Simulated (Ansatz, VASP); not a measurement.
# NiS: VASP beside Ansatz

Aim: how closely do two programs agree when they are given the same cell, functional and k mesh?

Method: plane waves, with VASP 6.6.1 beside it; single point at r2SCAN, DFT+U, in Ansatz 0.2.0.

The database entry behind the starting cell differs from later determinations by our own check (about 0.4 % short), so it need not match the best structure at ambient conditions.

In doubt: warnings of the run leave room for a lower electronic state, so energies may not be the lowest and differences between runs may mislead.

**1. The starting structure**

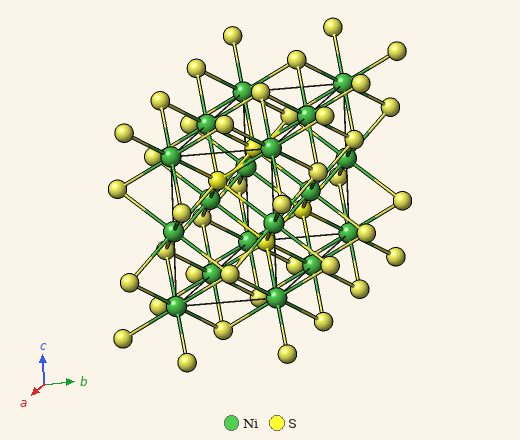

The starting structure, seen slightly off an axis (nickel green, sulfur yellow). Some periodic images of atoms are drawn too.

Structure file:

```cif
data_structure
_symmetry_space_group_name_H-M 'P6_3/mmc'
_symmetry_Int_Tables_number 194
_cell_length_a 3.4250
_cell_length_b 3.4250
_cell_length_c 5.3400
_cell_angle_alpha 90.000
_cell_angle_beta 90.000
_cell_angle_gamma 120.000
_cell_volume 54.25
loop_
_atom_site_label
_atom_site_type_symbol
_atom_site_symmetry_multiplicity
_atom_site_Wyckoff_symbol
_atom_site_fract_x
_atom_site_fract_y
_atom_site_fract_z
_atom_site_occupancy
Ni1 Ni 2 a 0.00000 0.00000 0.50000 1
S1 S 2 c 0.66667 0.33333 0.75000 1
```

**2. VASP: single point, r2SCAN, DFT+U**

A single point gives forces, pressure and levels at one fixed geometry, so differences don't come from the geometry; what else differs is listed under the comparison.

Lines of VASP's logs that name or quote its potential files are left out, and so is its time.

INCAR reads:

```
SYSTEM = NiS
PREC = Accurate
ENCUT = 350
EDIFF = 1E-06
NELM = 150
ISMEAR = 0
SIGMA = 0.05
LREAL = .FALSE.
ALGO = Normal
METAGGA = R2SCAN
LASPH = .TRUE.
NBANDS = 46
ISPIN = 2
MAGMOM = 1 -1 1 -1 0 0 0 0
LDAU = .TRUE.
LDAUTYPE = 2
LDAUL = 2 -1
LDAUU = 4 0
LDAUJ = 0 0
LDAUPRINT = 1
LMAXMIX = 4
LORBIT = 11
LWAVE = .FALSE.
LCHARG = .FALSE.
KPAR = 2
AMIX = 0.2
BMIX = 1E-04
AMIX_MAG = 0.8
BMIX_MAG = 1E-04
```

POSCAR reads:

```
NiS
1.0
    6.8500000000      0.0000000000      0.0000000000
   -1.7125000000      2.9661370080      0.0000000000
    0.0000000000      0.0000000000      5.3400000000
Ni S
4 4
Direct
    0.0000000000      0.0000000000      0.5000000000
    0.5000000000      0.0000000000      0.5000000000
    0.0000000000      0.0000000000      0.0000000000
    0.5000000000      0.0000000000      0.0000000000
    0.3333333334      0.3333333333      0.7500000000
    0.8333333334      0.3333333333      0.7500000000
    0.1666666667      0.6666666667      0.2500000000
    0.6666666667      0.6666666667      0.2500000000
```

KPOINTS reads:

```
Automatic mesh
0
Gamma
6 6 3
0 0 0
```

PAW data sets: Ni and S (PBE family, release 64).

The run is started by

```bash
mpirun -np 2 vasp_std
```

Numbers of over 12 decimals in the logs are rounded to 6 here.

Log:

```text
[banner, memory and clock lines left out]
running    2 mpi-ranks, on    1 nodes
 distrk:  each k-point on    1 cores,    2 groups
 distr:  one band on    1 cores,    1 groups

 POSCAR found type information on POSCAR NiS
 POSCAR found :  2 types and       8 ions
|                                                                             |
|               ----> ADVICE to this user running VASP <----                  |
|                                                                             |
|     You enforced a specific xc type in the INCAR file but a different       |
|     [... a line on the potential file left out ...]
|     I HOPE YOU KNOW WHAT YOU ARE DOING!                                     |
|                                                                             |

 LDA part: xc-table for (None), standard interpolation
 POSCAR, INCAR and KPOINTS ok, starting setup
 FFT: planning ... GRIDC
 FFT: planning ... GRID_SOFT
 FFT: planning ... GRID
 WAVECAR not read
 entering main loop
       N       E                     dE             d eps       ncg     rms          rms(c)
DAV:   1     0.414137910017E+03    0.41414E+03   -0.21940E+04  5888   0.124E+03
DAV:   2    -0.299387607212E+02   -0.44408E+03   -0.41751E+03  5974   0.321E+02
DAV:   3    -0.828069749727E+02   -0.52868E+02   -0.50144E+02  6528   0.126E+02
DAV:   4    -0.849904992027E+02   -0.21835E+01   -0.21578E+01  7096   0.253E+01
DAV:   5    -0.850577817140E+02   -0.67283E-01   -0.67225E-01  7678   0.451E+00    0.275E+01
DAV:   6    -0.736005374380E+02    0.11457E+02   -0.20688E+01  6968   0.631E+01    0.230E+01
DAV:   7    -0.742708595254E+02   -0.67032E+00   -0.25269E+00  7292   0.195E+01    0.184E+01
DAV:   8    -0.767779048370E+02   -0.25070E+01   -0.76629E-01 10308   0.295E+01    0.136E+01
DAV:   9    -0.764549728150E+02    0.32293E+00   -0.23625E+00  8270   0.349E+01    0.872E+00
DAV:  10    -0.771284141338E+02   -0.67344E+00   -0.19397E+00  8630   0.146E+01    0.349E+00
DAV:  11    -0.771870464623E+02   -0.58632E-01   -0.20762E-01  6962   0.313E+00    0.186E+00
DAV:  12    -0.771764438957E+02    0.10603E-01   -0.32429E-02  8318   0.272E+00    0.110E+00
DAV:  13    -0.771769686432E+02   -0.52475E-03   -0.28159E-02  9284   0.173E+00    0.553E-01
DAV:  14    -0.771766393557E+02    0.32929E-03   -0.80922E-03  7698   0.820E-01    0.403E-01
DAV:  15    -0.771789357934E+02   -0.22964E-02   -0.15435E-03  8224   0.564E-01    0.260E-01
DAV:  16    -0.771814638637E+02   -0.25281E-02   -0.16508E-03  9630   0.872E-01    0.672E-02
DAV:  17    -0.771816782327E+02   -0.21437E-03   -0.13052E-03  6852   0.229E-01    0.519E-02
DAV:  18    -0.771817013029E+02   -0.23070E-04   -0.54161E-05  8300   0.171E-01    0.320E-02
DAV:  19    -0.771816950638E+02    0.62391E-05   -0.33911E-05  7128   0.624E-02    0.135E-02
DAV:  20    -0.771816960442E+02   -0.98037E-06   -0.15305E-05  7960   0.529E-02    0.164E-02
DAV:  21    -0.771816951301E+02    0.91404E-06   -0.31826E-06  5788   0.281E-02
   1 F= -.77181695E+02 E0= -.77181695E+02  d E =-.861855E-16  mag=     0.0000
```

Parts of OUTCAR (step 2):

```text
ion  position               nearest neighbor table
   1  0.000  0.000  0.500-   6 2.39   8 2.39   7 2.39   7 2.39   6 2.39   5 2.39   3 2.67   3 2.67

  LATTYP: Found a simple orthorhombic cell.
 ALAT       =     3.4250000000
 B/A-ratio  =     1.5591240876
 C/A-ratio  =     1.7320508076

 Subroutine GETGRP returns: Found  8 space group operations
 (whereof  4 operations were pure point group operations)

The static configuration has the point symmetry C_2h.
 The point group associated with its full space group is D_2h.

 Found     32 irreducible k-points:

   k-points           NKPTS =     32   k-points in BZ     NKDIM =     32   number of bands    NBANDS=     46

   dimension x,y,z NGX =    42 NGY =   24 NGZ =   36
   dimension x,y,z NGXF=    84 NGYF=   48 NGZF=   72

   ENCUT  =  350.0 eV  25.72 Ry    5.07 a.u.  10.45  5.22  8.15*2*pi/ulx,y,z

   NELECT =      64.0000    total number of electrons

 k-points in reciprocal lattice and weights: Automatic mesh
   0.00000000  0.00000000  0.00000000       0.009
   0.16666667  0.00000000  0.00000000       0.019
   0.33333333  0.00000000  0.00000000       0.019
   0.50000000  0.00000000  0.00000000       0.009
   0.00000000  0.16666667  0.00000000       0.037
   0.16666667  0.16666667  0.00000000       0.037
   0.33333333  0.16666667  0.00000000       0.019
  -0.16666667  0.16666667  0.00000000       0.019
   0.00000000  0.33333333  0.00000000       0.037
[...]
0.33333333  0.50000000  0.33333333       0.037
   0.50000000  0.50000000  0.33333333       0.019

atom =   1  type =  1  l = 2

 onsite density matrix

spin component  1

  0.9758 -0.0007  0.0001  0.0199 -0.0011
 -0.0007  0.9928  0.0004  0.0008  0.0207
  0.0001  0.0004  0.9658  0.0007  0.0000
  0.0199  0.0008  0.0007  0.9937 -0.0007
 -0.0011  0.0207  0.0000 -0.0007  0.9770

spin component  2

  0.7038 -0.0050  0.0131 -0.3419 -0.0169
 -0.0050  0.4793  0.0093  0.0168 -0.3361
  0.0131  0.0093  0.9601  0.0162  0.0076
 -0.3419  0.0168  0.0162  0.4987 -0.0050
 -0.0169 -0.3361  0.0076 -0.0050  0.7233

 occupancies and eigenvectors

  o =  0.2430  v =  0.0000  0.0000  0.0000  0.0000  0.0000  0.2811 -0.7162 -0.0000  0.4135 -0.4869      0.0000  0.0000  0.0000  0.0000  0.0000  0.0000  0.0000  0.0000  0.0000  0.0000
  o =  0.2433  v =  0.0000  0.0000  0.0000  0.0000  0.0000 -0.5265 -0.3966  0.0335 -0.6870 -0.3040      0.0000  0.0000  0.0000  0.0000  0.0000  0.0000  0.0000  0.0000  0.0000  0.0000
  o =  0.9581  v =  0.0000  0.0000  0.0000  0.0000  0.0000  0.6667 -0.2996 -0.2198 -0.5190  0.3849      0.0000  0.0000  0.0000  0.0000  0.0000  0.0000  0.0000  0.0000  0.0000  0.0000
  o =  0.9596  v =  0.0000  0.0000  0.0000  0.0000  0.0000 -0.4135 -0.4869 -0.0000  0.2811  0.7162      0.0000  0.0000  0.0000  0.0000  0.0000  0.0000  0.0000  0.0000  0.0000  0.0000
  o =  0.9611  v =  0.0000  0.0000  0.0000  0.0000  0.0000  0.1684 -0.0539  0.9750 -0.0934  0.0972      0.0000  0.0000  0.0000  0.0000  0.0000  0.0000  0.0000  0.0000  0.0000  0.0000
  o =  0.9626  v = -0.4076 -0.5015 -0.0000  0.2895  0.7060  0.0000  0.0000  0.0000  0.0000  0.0000      0.0000  0.0000  0.0000  0.0000  0.0000  0.0000  0.0000  0.0000  0.0000  0.0000
  o =  0.9629  v = -0.7285  0.2642 -0.1150  0.4576 -0.4206  0.0000  0.0000  0.0000  0.0000  0.0000      0.0000  0.0000  0.0000  0.0000  0.0000  0.0000  0.0000  0.0000  0.0000  0.0000
  o =  0.9659  v =  0.0923 -0.0232 -0.9932 -0.0402  0.0533  0.0000  0.0000  0.0000  0.0000  0.0000      0.0000  0.0000  0.0000  0.0000  0.0000  0.0000  0.0000  0.0000  0.0000  0.0000
  o =  1.0064  v = -0.4591 -0.4239 -0.0173 -0.7341 -0.2651  0.0000  0.0000  0.0000  0.0000  0.0000      0.0000  0.0000  0.0000  0.0000  0.0000  0.0000  0.0000  0.0000  0.0000  0.0000
  o =  1.0074  v =  0.2895 -0.7060 -0.0000  0.4076 -0.5015  0.0000  0.0000  0.0000  0.0000  0.0000      0.0000  0.0000  0.0000  0.0000  0.0000  0.0000  0.0000  0.0000  0.0000  0.0000

atom =   2  type =  1  l = 2

 onsite density matrix

[...]
o =  0.9596  v =  0.4135 -0.4869  0.0000  0.2811 -0.7162  0.0000  0.0000  0.0000  0.0000  0.0000      0.0000  0.0000  0.0000  0.0000  0.0000  0.0000  0.0000  0.0000  0.0000  0.0000
  o =  0.9611  v =  0.1684  0.0539  0.9750  0.0934  0.0972  0.0000  0.0000  0.0000  0.0000  0.0000      0.0000  0.0000  0.0000  0.0000  0.0000  0.0000  0.0000  0.0000  0.0000  0.0000
  o =  0.9626  v =  0.0000  0.0000  0.0000  0.0000  0.0000 -0.4076  0.5015 -0.0000 -0.2895  0.7060      0.0000  0.0000  0.0000  0.0000  0.0000  0.0000  0.0000  0.0000  0.0000  0.0000
  o =  0.9629  v =  0.0000  0.0000  0.0000  0.0000  0.0000 -0.7285 -0.2642 -0.1150 -0.4576 -0.4206      0.0000  0.0000  0.0000  0.0000  0.0000  0.0000  0.0000  0.0000  0.0000  0.0000
  o =  0.9659  v =  0.0000  0.0000  0.0000  0.0000  0.0000  0.0923  0.0232 -0.9932  0.0402  0.0533      0.0000  0.0000  0.0000  0.0000  0.0000  0.0000  0.0000  0.0000  0.0000  0.0000
  o =  1.0064  v =  0.0000  0.0000  0.0000  0.0000  0.0000 -0.4591  0.4239 -0.0173  0.7341 -0.2651      0.0000  0.0000  0.0000  0.0000  0.0000  0.0000  0.0000  0.0000  0.0000  0.0000
  o =  1.0074  v =  0.0000  0.0000  0.0000  0.0000  0.0000  0.2895  0.7060 -0.0000 -0.4076 -0.5015      0.0000  0.0000  0.0000  0.0000  0.0000  0.0000  0.0000  0.0000  0.0000  0.0000

 average (electrostatic) potential at core
       1 -89.2825       2 -89.2825       3 -89.2825       4 -89.2825       5 -85.9658
       6 -85.9658       7 -85.9658       8 -85.9658

 E-fermi :   8.7164

 spin component 1
 k-point     1 :       0.0000    0.0000    0.0000
  band No.  band energies     occupation
    ...
     28       6.8246      1.00000
     29       7.2017      1.00000
     30       7.2057      1.00000
     31       7.8698      1.00000
     32       8.4379      1.00000
     33       9.0080      0.00000
     34       9.6597      0.00000
     35      11.0324      0.00000
     36      11.6650      0.00000
     37      12.7628      0.00000
    ...

 k-point     2 :       0.1667    0.0000    0.0000
  band No.  band energies     occupation
    ...
     28       6.5263      1.00000
     29       6.8723      1.00000
     30       7.0704      1.00000
     31       7.8697      1.00000
     32       8.4364      1.00000
     33       9.0034      0.00000
     34       9.8803      0.00000
     35      10.7799      0.00000
     36      11.6559      0.00000
     37      13.0679      0.00000
    ...

 k-point     3 :       0.3333    0.0000    0.0000
  band No.  band energies     occupation
    ...
     28       6.3575      1.00000
     29       6.4045      1.00000
     30       6.7133      1.00000
     31       7.9325      1.00000
     32       8.4358      1.00000
     33       8.9945      0.00000
     34      10.3134      0.00000
     35      10.4866      0.00000
     36      11.6434      0.00000
     37      13.2777      0.00000
    ...

 k-point     4 :       0.5000    0.0000    0.0000
  band No.  band energies     occupation
    ...
     28       6.1539      1.00000
     29       6.3365      1.00000
     30       6.3777      1.00000
     31       7.9907      1.00000
     32       8.4366      1.00000
     33       8.9901      0.00000
     34      10.3842      0.00000
     35      10.5258      0.00000
     36      11.6393      0.00000
     37      13.6078      0.00000
    ...

 k-point     5 :       0.0000    0.1667    0.0000
  band No.  band energies     occupation
    ...
     28       6.1586      1.00000
     29       6.5133      1.00000
     30       6.8790      1.00000
     31       7.4184      1.00000
     32       7.5438      1.00000
     33       9.5799      0.00000
     34       9.8368      0.00000
     35      10.5903      0.00000
     36      11.1578      0.00000
     37      12.2884      0.00000
    ...

 k-point     6 :       0.1667    0.1667    0.0000
  band No.  band energies     occupation
    ...
     28       6.1032      1.00000
     29       6.3544      1.00000
     30       7.0464      1.00000
     31       7.3180      1.00000
     32       7.4521      1.00000
     33       9.6261      0.00000
     34      10.2195      0.00000
     35      10.5877      0.00000
     36      11.0329      0.00000
     37      12.8579      0.00000
    ...

  Total        7.3710308      7.2298186      9.5132502      0.1222933      0.0000000      0.0000000
  in kB      108.8468263    106.7615689    140.4806360      1.8058859      0.0000000      0.0000000
  external PRESSURE =     118.6963438 kB  Pullay stress =       0.0000000 kB

  energy-cutoff  :      350.00
  volume of cell :      108.50
      direct lattice vectors                 reciprocal lattice vectors
     6.850000000  0.000000000  0.000000000     0.145985401  0.084284711  0.000000000
    -1.712500000  2.966137008  0.000000000     0.000000000  0.337138843  0.000000000
     0.000000000  0.000000000  5.340000000     0.000000000  0.000000000  0.187265918

 POSITION                                       TOTAL-FORCE (eV/Angst)
 -----------------------------------------------------------------------------------
      0.00000      0.00000      2.67000        -0.000000      0.000000      0.000000
      3.42500      0.00000      2.67000        -0.000000      0.000000      0.000000
      0.00000      0.00000      0.00000        -0.000000      0.000000      0.000000
      3.42500      0.00000      0.00000        -0.000000      0.000000      0.000000
      1.71250      0.98871      4.00500        -0.088225     -0.050937      0.000000
      5.13750      0.98871      4.00500        -0.088225     -0.050937     -0.000000
      0.00000      1.97742      1.33500         0.088225      0.050937     -0.000000
      3.42500      1.97742      1.33500         0.088225      0.050937      0.000000
 -----------------------------------------------------------------------------------
    total drift:                               -0.000001     -0.000000     -0.000000

  FREE ENERGIE OF THE ION-ELECTRON SYSTEM (eV)
  ---------------------------------------------------
  free  energy   TOTEN  =       -77.1816951301 eV

  energy  without entropy=      -77.1816951301  energy(sigma->0) =      -77.18169513

 total charge
# of ion       s       p       d       tot
------------------------------------------
    1        0.390   0.483   8.245   9.118
    2        0.390   0.483   8.245   9.118
    3        0.390   0.483   8.245   9.118
    4        0.390   0.483   8.245   9.118
    5        1.318   2.501   0.000   3.819
    6        1.318   2.501   0.000   3.819
    7        1.318   2.501   0.000   3.819
    8        1.318   2.501   0.000   3.819
--------------------------------------------------
tot          6.830  11.935  32.980  51.746

 magnetization (x)
# of ion       s       p       d       tot
------------------------------------------
    1        0.003   0.002   1.540   1.544
    2       -0.003  -0.002  -1.540  -1.544
    3        0.003   0.002   1.540   1.544
    4       -0.003  -0.002  -1.540  -1.544
    5       -0.009  -0.056   0.000  -0.065
    6        0.009   0.056   0.000   0.065
    7        0.009   0.056   0.000   0.065
    8       -0.009  -0.056   0.000  -0.065
--------------------------------------------------
tot          0.000   0.000  -0.000  -0.000

[... 1 further part left out ...]
```

The run ends at a pressure of 11.87 GPa, with forces up to 0.10 eV/Å.

(Part 1 of 2 ends here.)

[Lines on the potential files, build, host, timing and source positions are cut from VASP's logs without a mark.]

[Logs are printed without paths, hosts, clocks, repeated set-up lines and the standing remarks that a program may print on its own settings, such as how far it seeks lower states.]

[Hosts, paths, dates, database ids (printed as entryN), source tags and the programs' standing remarks are cut or masked in the printed files.]
